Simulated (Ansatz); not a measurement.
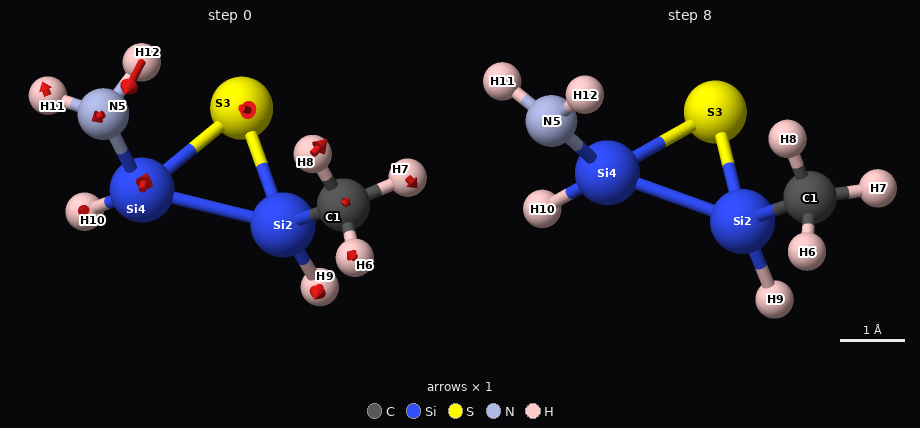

The structure of CH₇NSSi₂ (coarse preliminary run) before (left) and after (right) a relaxation, at one scale. The red arrows give the displacements, at their true length.

A ball-and-stick model, seen from a free direction.

The start comes from a force field.

Method: Ansatz 0.2.0, RKS PBE-D4/def2-SVP.

The input:
```yaml
crystal:
  periodic: [false, false, false]
  atoms:
    - {symbol: C, position_ang: [-1.309800, -0.993600, 1.220300]}
    - {symbol: Si, position_ang: [0.159100, 0.045100, 1.245600]}
    - {symbol: S, position_ang: [-0.079200, 1.804100, 0.027500]}
    - {symbol: Si, position_ang: [1.369000, 0.291100, -0.660800]}
    - {symbol: N, position_ang: [0.610600, -0.011300, -2.197000]}
    - {symbol: H, position_ang: [-1.193200, -1.929100, 1.630500]}
    - {symbol: H, position_ang: [-2.131800, -0.480400, 1.796500]}
    - {symbol: H, position_ang: [-1.706100, -1.076300, 0.187500]}
    - {symbol: H, position_ang: [0.777900, 0.398600, 2.603100]}
    - {symbol: H, position_ang: [2.623000, 0.925400, -0.751900]}
    - {symbol: H, position_ang: [1.192900, 0.422700, -2.866600]}
    - {symbol: H, position_ang: [-0.235500, 0.548700, -2.200700]}
basis:
  gaussian: {orbitals: def2-SVP}
hamiltonian: {xc: pbe, dispersion: d4}
relax: {f_tol: 0.03, max_steps: 200}
```

Run as
```bash
ansatz run in.yaml --threads 4 --pin off --events-out ev --progress --plain --max-ram 10444MiB
```

Q: Describe what moved and what it gained.

A: The atom that moves furthest after the best rigid fit is H12 (0.97 Å). Largest moves by element: H 0.97 Å, S 0.47 Å, Si 0.38 Å, N 0.24 Å, C 0.16 Å. Near-neighbour distances that change, for instance: Si4–H10 1.408 → 1.498 Å, C1–Si2 1.799 → 1.888 Å, C1–H6 1.028 → 1.110 Å, Si2–S3 2.153 → 2.193 Å. Among the angles between lasting bonds that change: S3–Si4–N5 96.2° → 122.2°, Si4–N5–H12 105.7° → 118.8°, Si4–N5–H11 105.4° → 117.9°. The energy falls by 22.2 kcal/mol in 8 geometry steps. The largest force component goes from 3 to 0.013 eV/Å. The run took 13 s on 4 threads of Arm Neoverse V2, with other jobs on the host.
